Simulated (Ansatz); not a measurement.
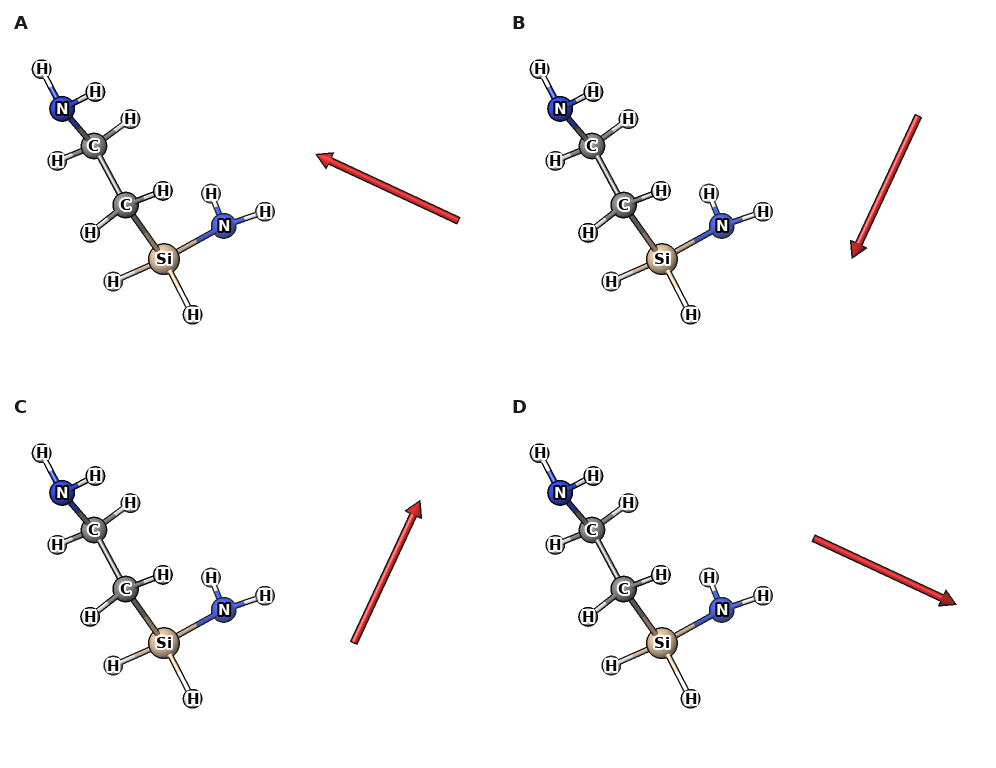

The same molecule four times, each with an arrow. Computed geometry: PBE-D4/def2-SVP optimisation. No frequency run is at hand to confirm it as a minimum. Level of theory: RKS PBE-D4/def2-SVP (Ansatz 0.2.0).

Question: Which arrow points along the dipole moment, from the negative to the positive end?

Answer: C. The dipole moment is 2.68 D.
